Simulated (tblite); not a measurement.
Energy and gradient calculation of TiCl₄

- system: TiCl₄
- method: GFN2-xTB, R-SCC (tblite 0.8.0)

The geometry comes from this level: PBE0-D4/def2-TZVP.

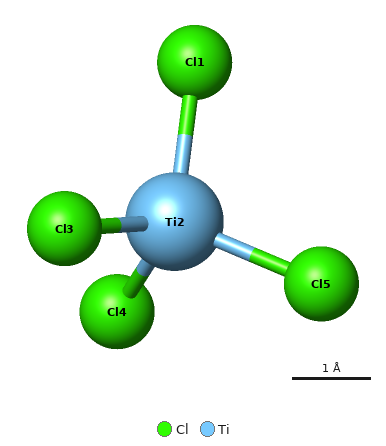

Figure 1. The input geometry (ball-and-stick view, seen at a tilt; atoms are numbered from 1 in the order of the input). Sticks mark near contacts. Bond lengths as drawn: Cl–Ti 2.16 Å.

**Key numbers**

- outcome: converged
- total energy: −20.050178 hartree
- basis functions: 45
- largest force: 0.588 eV/Å
- HOMO: −12.54 eV
- LUMO: −9.76 eV
- dipole moment: 0.00 D
- hardware: 1 thread of Arm Neoverse V2, 24 GiB of memory available, shared host
- peak memory: 0.071 GiB

**Input (run.py)**
```python
"""GFN2-xTB energy and gradient"""
import json
import numpy as np
from tblite.interface import Calculator
from tblite.interface import symbols_to_numbers

symbols = list(map(str, np.loadtxt("molecule.xyz", skiprows=2, usecols=0, dtype=str, ndmin=1)))
numbers = np.array(symbols_to_numbers(symbols))
positions = np.loadtxt("molecule.xyz", skiprows=2, usecols=(1, 2, 3), ndmin=2) / 0.5291772

calc = Calculator("GFN2-xTB", numbers, positions, charge=0, uhf=0)
calc.set("accuracy", 0.1)
result = calc.singlepoint()

print(f"E(total): {result.get('energy') * 2625.4996:.8f} kJ/mol")
eps = np.atleast_2d(result.get("orbital-energies")) * 27.211386
occ = np.atleast_2d(result.get("orbital-occupations"))
filled = occ.sum(axis=0) if eps.shape[0] == 1 else occ[0]
homo = np.nonzero(filled > 0.5)[0].max()
print("  MO   occupation   energy/eV")
for i in range(max(0, homo - 4), min(eps.shape[1], homo + 5)):
    print(f"{i + 1:4d} {filled[i]:10.4f} {eps[0, i]:12.4f}")
mu = result.get("dipole") * 2.541746
print(f"|mu|: {np.linalg.norm(mu):.4f} D, components " + " ".join(f"{c:.4f}" for c in mu))
q = result.get("charges")
g = result.get("gradient")
print("atom     charge      dE/dx        dE/dy        dE/dz   (Eh/bohr)")
for i, s in enumerate(symbols):
    print(f"{s:<2}{i + 1:<3} {q[i]:9.4f} {g[i, 0]:12.7f} {g[i, 1]:12.7f} {g[i, 2]:12.7f}")
print(f"gradient norm {np.linalg.norm(g):.6f} Eh/bohr")
out = {k: np.asarray(result.get(k)).tolist() for k in ("energy", "gradient", "charges", "dipole", "orbital-energies", "orbital-occupations")}
out.update(symbols=symbols, positions=(positions * 0.529177210903).tolist())
json.dump(out, open("results.json", "w"))
```

**File molecule.xyz**
```
5

Cl    -1.024380    -0.069130     1.902540
Ti     0.000000     0.000000     0.000000
Cl     1.750310    -1.266570     0.077530
Cl    -1.326110    -0.697940    -1.558240
Cl     0.600180     2.033630    -0.421830
```

Command:
```bash
python run.py
```

**The program's output**
```
------------------------------------------------------------
  cycle        total energy    energy error   density error
------------------------------------------------------------
      1     -19.82385635645  -1.9854126E+01   3.0214748E-01
      2     -20.04824191551  -2.2438556E-01   5.1161153E-02
      3     -20.04959800570  -1.3560902E-03   4.1877466E-02
      4     -20.04857869186   1.0193138E-03   2.2292654E-02
      5     -20.05017057732  -1.5918855E-03   2.0006156E-03
      6     -20.05017739567  -6.8183472E-06   4.3467406E-04
      7     -20.05017771888  -3.2320461E-07   3.2112544E-04
      8     -20.05017785547  -1.3659794E-07   6.9524110E-05
      9     -20.05017785915  -3.6718575E-09   4.5368656E-05
     10     -20.05017786435  -5.2007820E-09   4.2260344E-06
     11     -20.05017786437  -2.6133762E-11   2.5240697E-06
     12     -20.05017786439  -1.4253487E-11   7.5799961E-09
------------------------------------------------------------

 total:                                   0.005 sec
E(total): -52641.73396287 kJ/mol
  MO   occupation   energy/eV
  12     2.0000     -12.8197
  13     2.0000     -12.8197
  14     2.0000     -12.5442
  15     2.0000     -12.5442
  16     2.0000     -12.5442
  17     0.0000      -9.7629
  18     0.0000      -9.7629
  19     0.0000      -8.9198
  20     0.0000      -8.9198
|mu|: 0.0000 D, components -0.0000 0.0000 0.0000
atom     charge      dE/dx        dE/dy        dE/dz   (Eh/bohr)
Cl1     -0.2291   -0.0054171   -0.0003656    0.0100609
Ti2      0.9165   -0.0000001   -0.0000002    0.0000003
Cl3     -0.2291    0.0092560   -0.0066979    0.0004100
Cl4     -0.2291   -0.0070129   -0.0036910   -0.0082404
Cl5     -0.2291    0.0031740    0.0107548   -0.0022308
gradient norm 0.022865 Eh/bohr
```

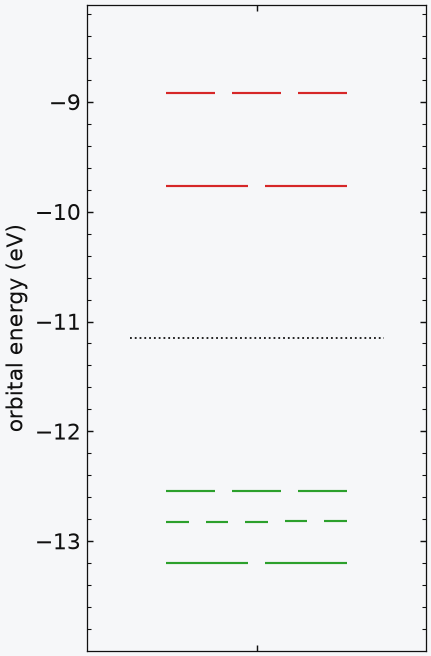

Figure 2. Orbital energies near the frontier; the dotted line parts filled from empty levels, and levels within 0.02 eV of each other stand side by side. Highest filled −12.54 eV, lowest empty −9.76 eV, 2.78 eV apart.

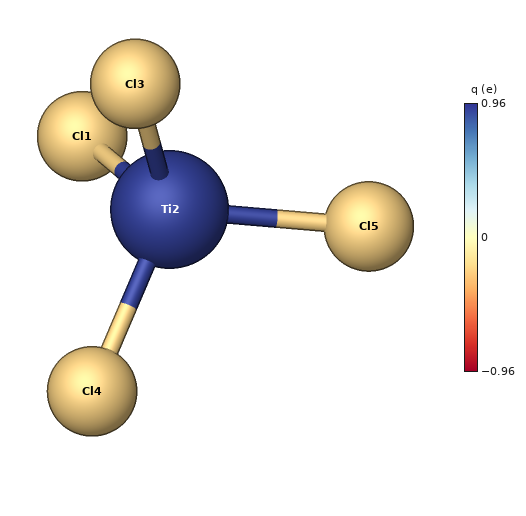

Figure 3. Mulliken charges, as the colour of each atom (ball-and-stick view, seen on its broad side; atoms are numbered from 1 in the order of the input). By element: Cl −0.23 and Ti +0.92 e.
